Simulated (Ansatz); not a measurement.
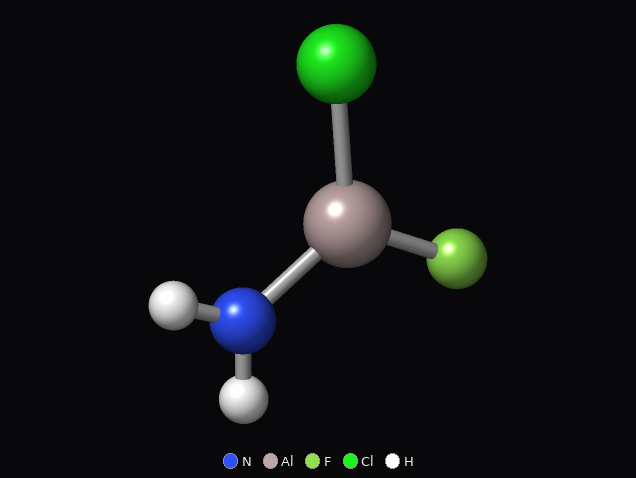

Rendered structure (ball-and-stick style).

The computed structure is the end point of a PBE0-D4/def2-TZVP optimisation.

Question: Count the atoms of each element.

Answer: AlClFH2N, 6 atoms: 1 aluminium, 1 chlorine, 1 fluorine, 2 hydrogen and 1 nitrogen.

Question: How many atoms are distinct by symmetry?

Answer: 6: 1 N, 1 Al, 1 F, 1 Cl, 1 H, 1 H.

Question: Write the SMILES.

Answer: [NH2][Al]([F])[Cl]

Question: Which point group does it belong to?

Answer: Cs.

Question: How many bonds of each kind are drawn?

Answer: 2 N–H, 1 Al–N, 1 Al–F, 1 Al–Cl.

The parts below concern this one geometry. Atoms keep their numbers from picture to picture.

### Shape

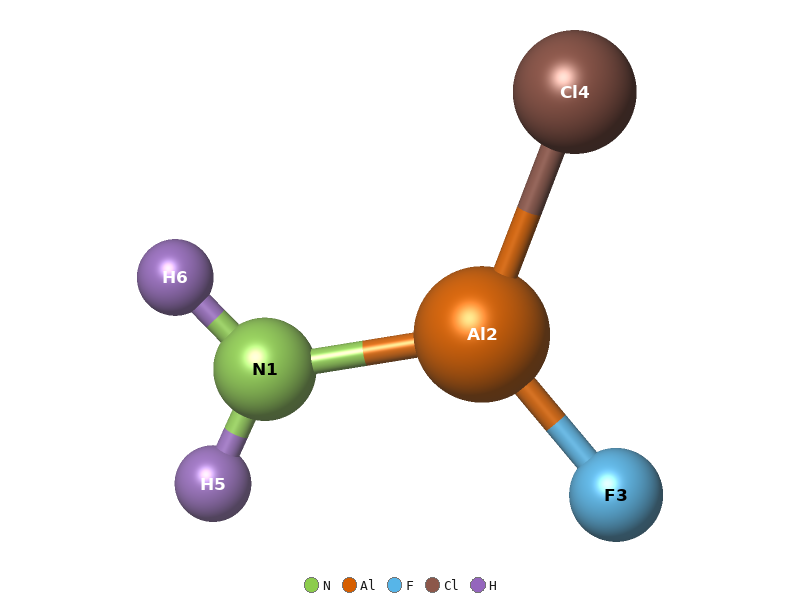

Atoms carry their numbers in the input.

Question: Describe the coordination of atom 1.

Answer: N1 has 3 neighbours (Al2 at 1.75, H5 at 1.01, H6 at 1.01 Å); the arrangement is trigonal planar.

Question: How are the neighbours of atom 2 arranged?

Answer: Al2 has 3 neighbours (N1 at 1.75, F3 at 1.64, Cl4 at 2.08 Å); the arrangement is trigonal planar.

### Thermal motion

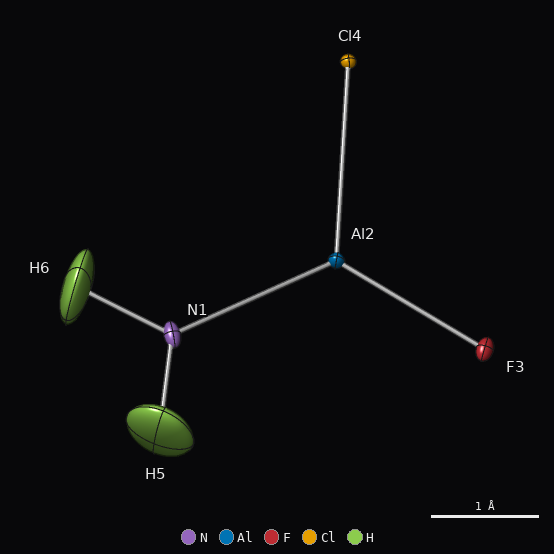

Displacement ellipsoids at the 50 % level, from the internal vibrations of the free molecule (harmonic, no overall translation or rotation; no half-axis is drawn under 0.075 Å). Vibrations computed with RKS PBE0-D4/def2-TZVP (Ansatz 0.2.0). Temperature: 400 K.

Question: Which atom moves most?

Answer: H6, with U_eq = 0.0434 Å².

Question: Does H6 move more along its bond or across it?

Answer: Across it: the root-mean-square amplitude is 0.096 Å along the bond and up to 0.260 Å across, since bending and torsion are softer than stretching.

Give the displacement parameters, one line for each set of equivalent atoms.

```csv
atom,U_eq (Å²),rms amplitudes (Å)
N1,0.0044,"0.047, 0.052, 0.091"
Al2,0.0027,"0.038, 0.052, 0.063"
F3,0.0035,"0.033, 0.052, 0.082"
Cl4,0.0013,"0.015, 0.040, 0.047"
H5,0.0428,"0.097, 0.218, 0.268"
H6,0.0434,"0.085, 0.235, 0.260"
```

### Dipole moment

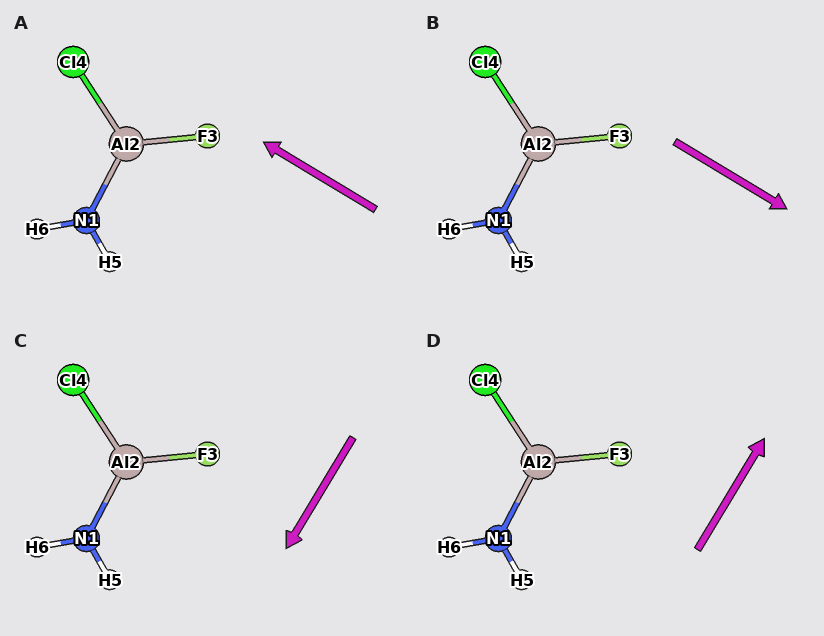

The same molecule four times, each with an arrow. Level of theory: RKS PBE-D4/def2-TZVPP (Ansatz 0.2.0).

Question: Which arrow points along the dipole moment, from the negative to the positive end?

Answer: C. The dipole moment is 2.43 D; it points from the side of F3, Cl4 to the side of H5, H6 (the outermost atoms at the two ends).

### Charges

The questions are on Mulliken charges. Properties computed with RKS PBE-D4/def2-TZVPP (Ansatz 0.2.0).

Give the Mulliken charges atom by atom.

| atom | value (e) |
| --- | --- |
| N1 | −0.39 |
| Al2 | 0.62 |
| F3 | −0.31 |
| Cl4 | −0.23 |
| H5 | 0.15 |
| H6 | 0.16 |

Mulliken values depend strongly on the basis set and can even reverse the polarity of a bond.
